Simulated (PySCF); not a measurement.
System: C5H12O2Si.

Input file:

```
{"job": {"kind": "nmr", "xc": "PBE0", "basis": "pcSseg-1"}, "charge": 0, "multiplicity": 1}
C      1.509304     0.281985     1.695810
Si     0.683228    -0.263473     0.072318
C      1.905376    -1.155583    -1.077583
C     -0.343984     1.078901    -0.820346
C     -1.768001     0.736907    -0.367899
O     -2.098808     1.379786     0.839272
C     -1.814389    -0.788613    -0.192318
O     -0.622349    -1.213161     0.419974
H      0.932233     1.022501     2.242510
H      1.652539    -0.572247     2.349763
H      2.485954     0.709145     1.497638
H      2.710694    -0.495814    -1.382108
H      1.422457    -1.529667    -1.975876
H      2.352161    -2.003479    -0.568767
H     -0.116153     2.109181    -0.559988
H     -0.271433     0.989717    -1.902599
H     -2.526813     1.064931    -1.083840
H     -1.526275     1.019176     1.527242
H     -2.650329    -1.079352     0.448418
H     -1.920561    -1.280162    -1.164658
```

Launched as:

```sh
OMP_NUM_THREADS=1 python probes_run.py task.json out
```

Geometry: GFN2-xTB.

Computed with PBE0/pcSseg-1, SCF density, gas phase, non-relativistic in PySCF.

### What will maps of the electron density and electron localisation function show?

C–C (1.53 Å): the density is about 1.6 e/Å³ at the midpoint; the ELF peaks at about 0.95 between the atoms: localised, covalent bonding.
C–H (1.08 Å): the density is about 1.9 e/Å³ at the midpoint; the ELF climbs to about 1 towards the hydrogen, as it does in any bond to H (an ordinary covalent bond to hydrogen).

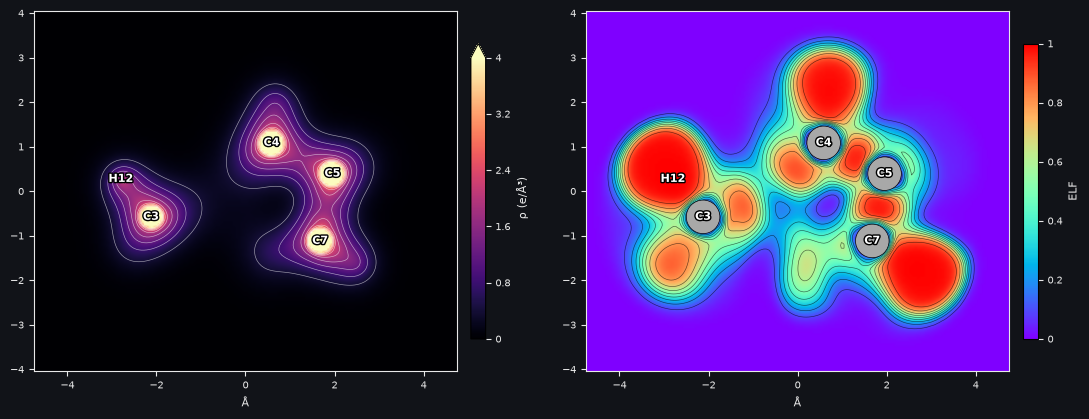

Computed electron density and electron localisation function on the plane of atoms C4, C5 and C7, in this order. Grey discs cover the atomic cores in the ELF map. 
